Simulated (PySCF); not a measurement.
Consider C8H9ClSi (SMILES C#C/C=C/C(Cl)=C/[SiH2]C=C).

```yaml
atoms:
  - { symbol: C, position_ang: [5.2861, -0.5501, -0.9118] }
  - { symbol: C, position_ang: [4.1413, -0.5594, -0.5437] }
  - { symbol: C, position_ang: [2.8087, -0.5877, -0.1057] }
  - { symbol: C, position_ang: [1.8846, 0.2958, -0.5146] }
  - { symbol: C, position_ang: [0.5057, 0.3130, -0.0990] }
  - { symbol: Cl, position_ang: [0.0018, -0.9365, 1.0001] }
  - { symbol: C, position_ang: [-0.4062, 1.2097, -0.4903] }
  - { symbol: Si, position_ang: [-2.1973, 1.2094, 0.0933] }
  - { symbol: C, position_ang: [-3.0392, -0.3689, -0.5005] }
  - { symbol: C, position_ang: [-3.7647, -1.1703, 0.2626] }
  - { symbol: H, position_ang: [6.2858, -0.5430, -1.2296] }
  - { symbol: H, position_ang: [2.5543, -1.3720, 0.5952] }
  - { symbol: H, position_ang: [2.1604, 1.0765, -1.2115] }
  - { symbol: H, position_ang: [-0.0709, 1.9775, -1.1732] }
  - { symbol: H, position_ang: [-2.2447, 1.2992, 1.5556] }
  - { symbol: H, position_ang: [-2.8415, 2.3774, -0.5223] }
  - { symbol: H, position_ang: [-2.9197, -0.6276, -1.5470] }
  - { symbol: H, position_ang: [-3.9167, -0.9686, 1.3108] }
  - { symbol: H, position_ang: [-4.2377, -2.0652, -0.1141] }
```

Geometry: GFN2-xTB.

All numbers below come from PBE0/pcSseg-1, SCF density, gas phase, non-relativistic in PySCF 2.14.0.

### What can the converged electron density and electron localisation function tell about the bonding?

C–C (1.20 Å): the density is about 2.7 e/Å³ at the midpoint; the ELF peaks at about 0.85 between the atoms: a short, multiple covalent bond.
C–Cl (1.74 Å): ρ is about 1.4 e/Å³ halfway; the ELF peaks at about 0.90 between the atoms; a shared electron pair.
C–Si (1.88 Å): the density is about 0.93 e/Å³ at the midpoint; the ELF peaks at about 0.95 between the atoms: a covalent bond.
C–H (1.05 Å): the density is about 2.1 e/Å³ at the midpoint; the ELF climbs to about 1 towards the hydrogen, as it does in any bond to H: an ordinary covalent bond to hydrogen.

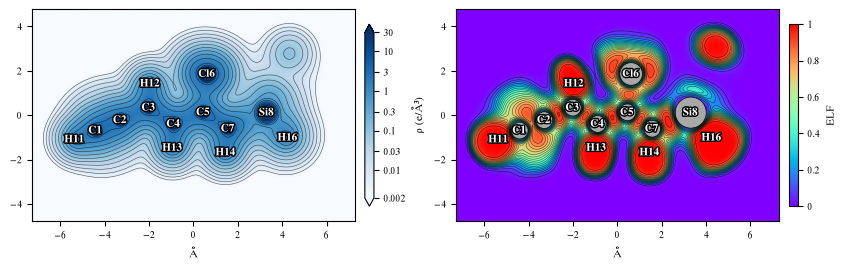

Computed electron density and electron localisation function on the plane of atoms C3, C4 and H13, in this order. Grey discs cover the atomic cores in the ELF map. 
